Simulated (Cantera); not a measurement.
Feed: 1 mol FeS₂, 3.4 mol H₂S, 1 mol O₂, at 975 K.

Cantera equilibrium calculation (NASA polynomials, part measured and part estimated; ideal gas, pure solids and liquids). Candidate condensed phases: Fe, FeO, Fe(OH)₂, Fe(OH)₃, FeS, FeSO₄, FeS₂, Fe₂O₃, Fe₂(SO₄)₃, Fe₃O₄, H₂O, H₂SO₄, S; 22 gas species. FeS: taken at fixed stoichiometry. Gases not in the tables: S₃ to S₇. Kinetics and transport are ignored.

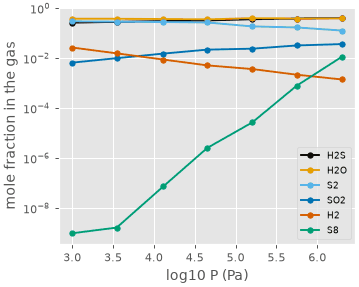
Figure: Equilibrium gas composition (values under 1e-9 drawn at 1e-9)

### Question
Read off the mole fractions at 4200 Torr.

### Answer
H₂O about 0.39, H₂S about 0.39, S₂ about 0.17, SO₂ about 0.033, H₂ about 0.0022, S₈ about 0.00081.
